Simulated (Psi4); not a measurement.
**A workflow on C2H4NOSi (SMILES C[SiH]N=C=O)**

Aim: a geometry optimisation (UB3LYP-D3(BJ)/def2-SVP), then the harmonic vibrations of C2H4NOSi. The job is set up through a Python script.

Program for the calculation: Psi4 1.11.

## (1) The molecule

C2H4NOSi has 9 atoms, charge 0, and is taken as a doublet. As SMILES, `C[SiH]N=C=O`. Geometry: relaxed at PBE0-D4/def2-TZVP. This is one conformer, not always the lowest. The run starts from this shape.

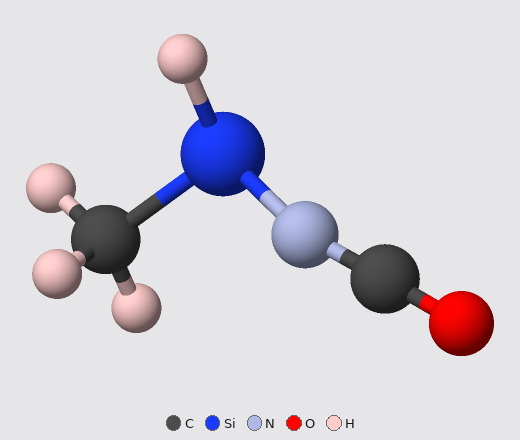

The structure, seen from a chosen angle (carbon dark grey, silicon blue, nitrogen light blue, oxygen red, hydrogen pink).

## (2) A geometry optimisation at UB3LYP-D3(BJ)/def2-SVP (density fitting) (run 1)

File c2h4nosi.py:

```python
import psi4

psi4.set_memory(1600000000)
psi4.set_num_threads(1)
psi4.set_output_file('psi4.out', False)

geom = psi4.geometry("""
0 2
C     -0.230800     0.936500     1.233300
Si    -0.019100     0.717300    -0.606900
N      0.147000    -0.951200    -0.966600
C     -0.027700    -2.022300    -1.465700
O     -0.174100    -3.081100    -1.930900
H      0.625000     0.510600     1.765400
H     -1.138100     0.442600     1.585600
H     -0.298200     1.998600     1.479400
H      1.204500     1.402700    -1.110500
""")

psi4.set_options({
    'reference': 'uks',
    'geom_maxiter': 60,
})

e, wfn = psi4.optimize('b3lyp-d3bj2b/def2-SVP', molecule=geom, return_wfn=True)
print('E =', round(e, 9))
print(geom.to_string(dtype='xyz', units='Angstrom'))
for k, v in sorted(psi4.core.scalar_variables().items()):
    print(f'{k:45s} {v:18.10f}')
```

Command:

```sh
python c2h4nosi.py
```

psi4.out:

```text
[...]
  Running in c1 symmetry.
[...]
  Nuclear repulsion =  190.777430543199586
[...]
  Multiplicity = 2
[...]
  Nalpha       = 23
  Nbeta        = 22
[...]
    Number of basis functions: 94
[...]
   @DF-UKS iter   1:  -497.47133198352702   -1.83131e-01   9.89461e-03 DIIS/ADIIS
[...]
   @DF-UKS iter   8:  -497.87610476306281   -7.38964e-13   2.76483e-09 DIIS
[...]
   @S^2 Observed:                7.515693315E-01
[...]
    Orbital Energies [Eh]
    ---------------------
    Alpha Occupied:
       1A    -66.148705     2A    -19.179466     3A    -14.343965
       4A    -10.326368     5A    -10.192516     6A     -5.314187
       7A     -3.678919     8A     -3.676152     9A     -3.673374
      10A     -1.090762    11A     -0.925968    12A     -0.710547
      13A     -0.608594    14A     -0.498179    15A     -0.466775
      16A     -0.464814    17A     -0.445600    18A     -0.422619
      19A     -0.410235    20A     -0.359253    21A     -0.326942
      22A     -0.298962    23A     -0.209235
    Alpha Virtual:
      24A      0.019674    25A      0.031205    26A      0.047308
[...]
  @DF-UKS Final Energy:  -497.87610476306281
   => Energetics <=
    Nuclear Repulsion Energy =            189.1461658850377603
    One-Electron Energy =               -1058.6010930613999790
    Two-Electron Energy =                 410.9396893380994698
    DFT Exchange-Correlation Energy =     -39.3486495323116117
    Empirical Dispersion Energy =          -0.0122173924885149
    VV10 Nonlocal Energy =                  0.0000000000000000
    Total Energy =                       -497.8761047630628127
[...]
 Multipole Moments:
 ------------------------------------------------------------------------------------
     Multipole            Electronic (a.u.)      Nuclear  (a.u.)        Total (a.u.)
 ------------------------------------------------------------------------------------
 L = 1.  Multiply by 2.5417464519 to convert [e a0] to [Debye]
 Dipole X            :         -0.6370699            0.5831017           -0.0539682
 Dipole Y            :         -5.4680027            6.2840703            0.8160676
 Dipole Z            :         -5.6092297            6.1673785            0.5581488
 Magnitude           :                                                    0.9901561
[...]
  -Total Gradient:
     Atom            X                  Y                   Z
    ------   -----------------  -----------------  -----------------
       1        0.000029057385     0.000038237406    -0.000022974862
       2        0.000037054377    -0.000011786994    -0.000063624492
       3       -0.000125927668     0.000015199950     0.000132082515
       4        0.000075572218    -0.000028399515    -0.000094060813
       5       -0.000011522323     0.000040414594    -0.000002162119
       6        0.000002960929    -0.000006900484     0.000011968214
       7       -0.000005661077    -0.000009906077    -0.000002229019
       8        0.000003830123    -0.000009447175     0.000020627931
       9        0.000001564124     0.000007232438    -0.000004624867
[...]
    Final optimized geometry and variables:
    Molecular point group: c1
    Full point group: C1
    Geometry (in Angstrom), charge = 0, multiplicity = 2:
    C           -0.180365080514     1.522801275050     1.946391998753
    SI           0.024424557249     1.346528868769     0.082433018434
    N            0.132891971317    -0.333903575651    -0.320726849333
    C            0.019204656786    -1.447015405249    -0.757649669374
    O           -0.077362069356    -2.540913613410    -1.169953656076
    H            0.671769838062     1.052239432925     2.466352852743
    H           -1.106486017927     1.036899252621     2.289935114706
    H           -0.218983909896     2.586520509247     2.229512480246
    H            1.275935702181     2.008242168055    -0.403963344254
[...]
```

The script printed:

```text
Optimizer: Optimization complete!
E = -497.876104763
9
0 2 C2H4NOSi
C                    -0.180365080514     1.522801275050     1.946391998753
Si                    0.024424557249     1.346528868769     0.082433018434
N                     0.132891971317    -0.333903575651    -0.320726849333
C                     0.019204656786    -1.447015405249    -0.757649669374
O                    -0.077362069356    -2.540913613410    -1.169953656076
H                     0.671769838062     1.052239432925     2.466352852743
H                    -1.106486017927     1.036899252621     2.289935114706
H                    -0.218983909896     2.586520509247     2.229512480246
H                     1.275935702181     2.008242168055    -0.403963344254

B3LYP-D3(BJ) DISPERSION CORRECTION ENERGY          -0.0122173925
CURRENT ENERGY                                   -497.8761047631
CURRENT REFERENCE ENERGY                         -497.8761047631
DD SOLVATION ENERGY                                 0.0000000000
DFT FUNCTIONAL TOTAL ENERGY                      -497.8638873706
DFT TOTAL ENERGY                                 -497.8761047631
DFT VV10 ENERGY                                     0.0000000000
DFT XC ENERGY                                     -39.3486495323
DISPERSION CORRECTION ENERGY                       -0.0122173925
GRID ELECTRONS ALPHA                               22.9999952095
GRID ELECTRONS BETA                                21.9999965309
GRID ELECTRONS TOTAL                               44.9999917404
NUCLEAR REPULSION ENERGY                          189.1461658850
ONE-ELECTRON ENERGY                             -1058.6010930614
OPTIMIZATION ITERATIONS                             9.0000000000
PCM POLARIZATION ENERGY                             0.0000000000
PE ENERGY                                           0.0000000000
SCF ITERATION ENERGY                             -497.8761047631
SCF ITERATIONS                                      8.0000000000
SCF TOTAL ENERGY                                 -497.8761047631
TWO-ELECTRON ENERGY                               410.9396893381
XC GRID RADIAL POINTS                              75.0000000000
XC GRID SPHERICAL POINTS                          302.0000000000
XC GRID TOTAL POINTS                           194174.0000000000
```

Run time: 2.1 min. Hardware: 1 thread of Intel Xeon Platinum 8259CL at 2.50GHz (Skylake/Cascade Lake), shared host; peak memory 0.7 GiB.

Steps, from the record of the run:

```csv
step,energy from the first frame kept (eV),largest force (eV/Å)
0,0.0000,0.7338
1,-0.0205,0.1536
2,-0.0214,0.0998
3,-0.0221,0.0846
4,-0.0231,0.1264
5,-0.0238,0.0695
6,-0.0239,0.0129
7,-0.0240,0.0126
8,-0.0240,0.0094
```

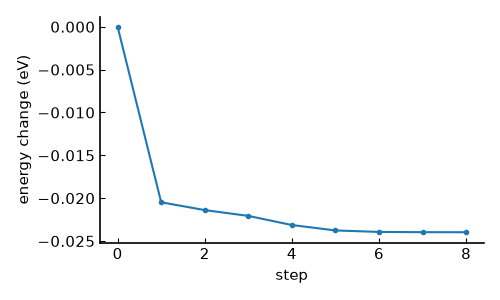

Energy along the run.

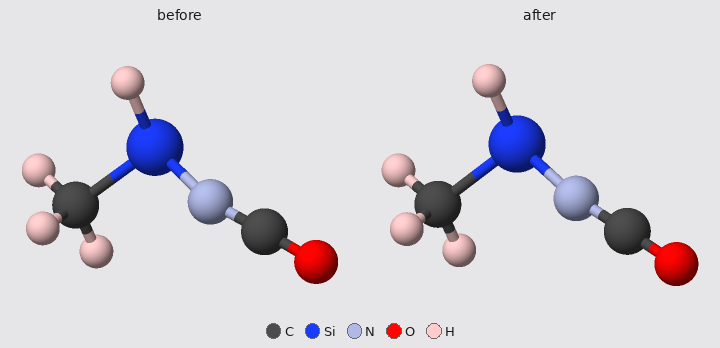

Before and after, at one scale.

After the run. Bond lengths: C1–Si2 1.883 Å, Si2–N3 1.732 Å, N3–C4 1.201 Å, C4–O5 1.173 Å, C1–H6 1.104 Å, C1–H7 1.101 Å, C1–H8 1.101 Å, Si2–H9 1.497 Å. Some angles: C1–Si2–N3 109.2°, Si2–N3–C4 168.0°, N3–C4–O5 178.9°, C1–Si2–H9 111.8°, N3–Si2–H9 107.5°, Si2–C1–H6 110.0°, Si2–C1–H7 111.0°, Si2–C1–H8 110.4°, H6–C1–H7 108.3°, H6–C1–H8 108.5°.

## (3) Vibrational wavenumbers at UB3LYP-D3(BJ)/def2-SVP (density fitting) (run 2)

File run.py:

```python
import psi4

psi4.set_memory('1600 MB')
psi4.set_num_threads(1)
psi4.set_output_file('c2h4nosi.out', False)

molecule = psi4.geometry("""
0 2
C
Si 1 1.883442
N 2 1.731519 1 109.15151
C 3 1.201185 2 167.98736 1 125.98959
O 4 1.173002 1 157.06832 2 -166.94531
H 1 1.103595 2 110.02411 3 58.41889
H 1 1.100828 6 108.32205 2 121.54745
H 1 1.10143 7 108.45544 6 -117.60585
H 2 1.496905 3 107.51661 4 -112.57324
units angstrom
""")

psi4.set_options({
    'reference': 'uks',
    't': 900.0,
    'rotational_symmetry_number': 1,
})

result = psi4.frequencies("b3lyp-d3bj/def2-SVP", molecule=molecule)
print(f'total energy {result:.8f} hartree = {result * 27.211386:.5f} eV')
for k in ('ZPVE', 'ENTHALPY', 'GIBBS FREE ENERGY'):
    print(f'{k}: {psi4.variable(k):.8f} Eh')
for k, v in sorted(psi4.core.scalar_variables().items()):
    print(f'{k:45s} {v:18.10f}')
```

Command:

```sh
python run.py
```

c2h4nosi.out, cut to the lines that bear on the results:

```text
[...]
  Running in c1 symmetry.
[...]
  Nuclear repulsion =  189.146130229417651
[...]
  Multiplicity = 2
[...]
  Nalpha       = 23
  Nbeta        = 22
[...]
    Number of basis functions: 94
[...]
   @DF-UKS iter   1:  -497.47848645509077   -2.50469e-01   9.81357e-03 ADIIS/DIIS
[...]
   @DF-UKS iter  15:  -497.87610413941906   -1.36424e-12   4.24764e-09 DIIS
[...]
   @S^2 Observed:                7.515691040E-01
[...]
  @DF-UKS Final Energy:  -497.87610413941906
   => Energetics <=
    Nuclear Repulsion Energy =            189.1536055560978866
    One-Electron Energy =               -1058.6160308307728428
    Two-Electron Energy =                 410.9475118552987851
    DFT Exchange-Correlation Energy =     -39.3489725554570668
    Empirical Dispersion Energy =          -0.0122181645858236
    VV10 Nonlocal Energy =                  0.0000000000000000
    Total Energy =                       -497.8761041394190556
[...]
 Multipole Moments:
[...]
  -Total Gradient:
     Atom            X                  Y                   Z
    ------   -----------------  -----------------  -----------------
       1       -0.000097369219     0.000419332866    -0.000226082770
       2       -0.000165590632     0.000136844334     0.000205968932
       3        0.000121036852     0.000000783789    -0.000175264223
       4       -0.000064133269    -0.000021018821     0.000095840962
       5        0.000009669510     0.000039755356     0.000000634076
       6        0.000001172471    -0.000047393193    -0.000007797787
       7        0.000007535557    -0.000053906235     0.000033377160
       8        0.000006347047    -0.000357731823     0.000235787065
       9        0.000175711583    -0.000079904875    -0.000140296318
[...]
  ==> Harmonic Vibrational Analysis <==
[...]
  Freq [cm^-1]                 56.0031             99.9841             153.2601
[...]
  IR activ [km/mol]             0.1534              0.1747              0.4468
[...]
  Freq [cm^-1]                 235.8695            545.8387            571.1477
[...]
  IR activ [km/mol]             4.4210             10.6034             53.1321
[...]
  Freq [cm^-1]                 752.8139            804.3885            885.8880
[...]
  Freq [cm^-1]                1258.5263           1424.1018           1429.8520
[...]
  Freq [cm^-1]                1502.3587           2168.9266           2434.9512
[...]
  Freq [cm^-1]                3024.1184           3116.7441           3135.4230
[...]
```

The script printed:

```text
Warning: used thermodynamics relations inappropriate for low-frequency modes: ['56.0031' '99.9841' '153.2601' '235.8695' '545.8387' '571.1477'
 '605.4779' '611.2152']
total energy -497.87610476 hartree = -13547.89887 eV
ZPVE: 0.05810188 Eh
ENTHALPY: -497.77985752 Eh
GIBBS FREE ENERGY: -497.94658200 Eh
B3LYP-D3(BJ) DISPERSION CORRECTION ENERGY          -0.0122173912
CURRENT ENERGY                                   -497.8761047628
CURRENT REFERENCE ENERGY                         -497.8761047628
DD SOLVATION ENERGY                                 0.0000000000
DFT FUNCTIONAL TOTAL ENERGY                      -497.8638873717
DFT TOTAL ENERGY                                 -497.8761047628
DFT VV10 ENERGY                                     0.0000000000
DFT XC ENERGY                                     -39.3486490106
DISPERSION CORRECTION ENERGY                       -0.0122173912
ENTHALPY                                         -497.7798575203
ENTHALPY CORRECTION                                 0.0962472426
FINDIF NUMBER                                      49.0000000000
GIBBS FREE ENERGY                                -497.9465819956
GIBBS FREE ENERGY CORRECTION                       -0.0704772328
GRID ELECTRONS ALPHA                               22.9999952095
GRID ELECTRONS BETA                                21.9999965309
GRID ELECTRONS TOTAL                               44.9999917404
NUCLEAR REPULSION ENERGY                          189.1461302294
ONE-ELECTRON ENERGY                             -1058.6010239178
PCM POLARIZATION ENERGY                             0.0000000000
PE ENERGY                                           0.0000000000
SCF ITERATION ENERGY                             -497.8761047628
SCF ITERATIONS                                     15.0000000000
SCF TOTAL ENERGY                                 -497.8761047628
THERMAL ENERGY                                   -497.7827076497
THERMAL ENERGY CORRECTION                           0.0933971131
TWO-ELECTRON ENERGY                               410.9396553272
ZERO K ENTHALPY                                  -497.8180028815
ZPVE                                                0.0581018814
```

Run time: 15 min. Hardware: 1 thread of Intel Xeon Platinum 8259CL at 2.50GHz (Skylake/Cascade Lake), shared host; peak memory 0.71 GiB.

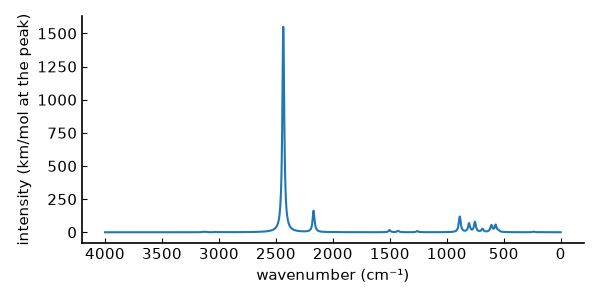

Harmonic infrared spectrum, unscaled, lines broadened by 10 cm⁻¹.

## (4) Summary of results

| quantity | value |
| --- | --- |
| run 1, UB3LYP-D3(BJ)/def2-SVP: total energy at the end | -497.87610 Eh |
| run 1, UB3LYP-D3(BJ)/def2-SVP: dipole moment | 2.52 D |
| run 1, UB3LYP-D3(BJ)/def2-SVP: HOMO energy (highest over α and β) | -5.69 eV |
| run 1, UB3LYP-D3(BJ)/def2-SVP: LUMO energy (lowest over α and β) | -2.76 eV |
| run 1, UB3LYP-D3(BJ)/def2-SVP: dispersion energy | -32.08 kJ/mol |
| run 1, UB3LYP-D3(BJ)/def2-SVP: ⟨S²⟩ | 0.752 |
| run 2, UB3LYP-D3(BJ)/def2-SVP: lowest harmonic wavenumber | 56 cm⁻¹ |
| run 2, UB3LYP-D3(BJ)/def2-SVP: highest harmonic wavenumber | 3135 cm⁻¹ |
| run 2, UB3LYP-D3(BJ)/def2-SVP: zero-point energy | 152.5 kJ/mol |
| run 2, UB3LYP-D3(BJ)/def2-SVP: ideal-gas entropy at 900 K (symmetry number 1 as used) | 116.2 cal/(mol K) |

The optimisation (run 1, UB3LYP-D3(BJ)/def2-SVP) took 9 steps and changed the energy by -0.024 eV. All 21 modes (run 2, UB3LYP-D3(BJ)/def2-SVP) are real, so the shape is a minimum at this level.
